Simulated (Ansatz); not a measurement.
The figure comes from a scan of BN (wurtzite): volume and axial ratio are varied about the relaxed values (subscript 0). Method: r2SCAN (plane waves to 500 eV, PAW, scalar-relativistic; Ansatz, a quantum-chemistry and plane-wave program). k mesh 15×15×8 (Γ-centred), Fermi-Dirac smearing 0.05 eV. The energy includes the smearing's −TS. As the atoms are clamped, bonds stretch with the cell, which overstates energies and stresses. BN was relaxed with its symmetry unable to fall. The zero of ΔE is the relaxed starting cell.

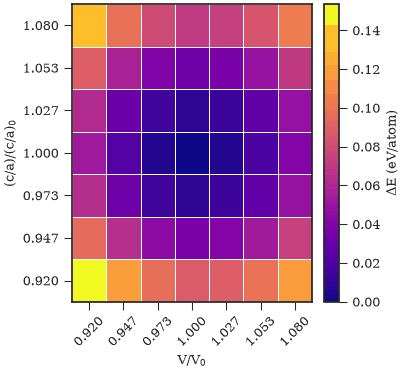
Figure: ΔE (eV/atom), one tile a computed point.

Q: Turn the plot into a table (rounded to what can be read).

A: To the nearest 0.02:

ΔE (eV/atom), with V/V₀ across and (c/a)/(c/a)₀ down:

```tsv
(c/a)/(c/a)₀ \ V/V₀	0.920	0.947	0.973	1.000	1.027	1.053	1.080
0.920	0.16	0.12	0.10	0.08	0.08	0.10	0.12
0.947	0.10	0.06	0.04	0.04	0.04	0.06	0.08
0.973	0.06	0.04	0.02	0.00	0.02	0.02	0.04
1.000	0.06	0.02	0.00	0.00	0.00	0.02	0.04
1.027	0.06	0.04	0.02	0.00	0.02	0.02	0.04
1.053	0.08	0.06	0.04	0.04	0.04	0.04	0.06
1.080	0.14	0.10	0.08	0.08	0.08	0.08	0.10
```

(A scan under strain: stresses follow from slopes of the energy per volume, elastic moduli from its curvatures.)
